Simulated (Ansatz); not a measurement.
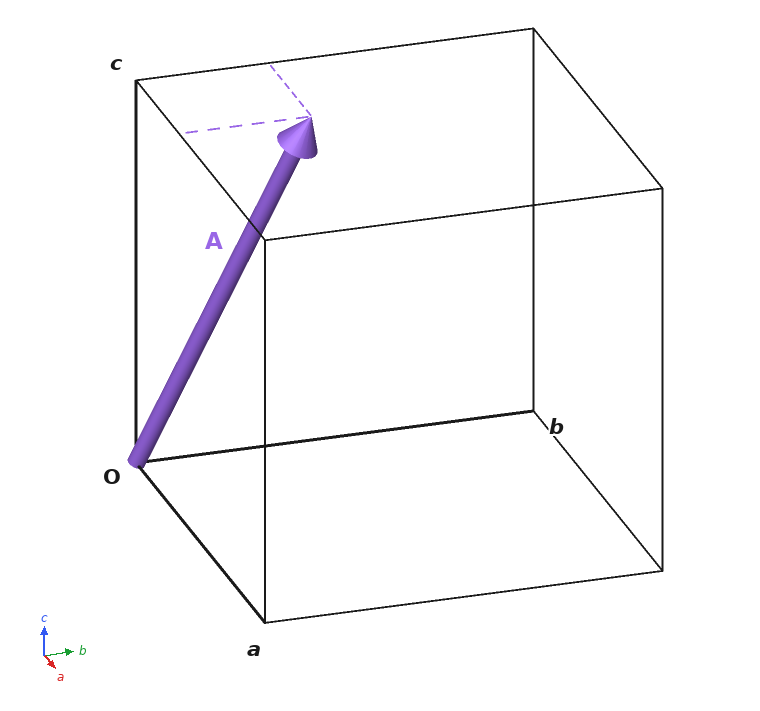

The arrow starts at a corner of the unit cell and ends on its surface; where a tip isn't a corner, dashed lines run from it parallel to the axes. Crystal: SrO, coordinates from a relaxation with Ansatz, DFT r2SCAN, scalar-relativistic, plane waves, PAW. Geometry calculated from the standardised cell; symmetry tolerance 0.002 Å.

a = 5.160 Å, b = 5.160 Å, c = 5.160 Å, α = 90.00°, β = 90.00°, γ = 90.00°.

**Give [uvw] of the arrow.**

Arrow A runs from (0, 0, 0) to (1/3, 1/3, 1), so [1 1 3].

**How long is the vector ua + vb + wc?**

17.115 Å.
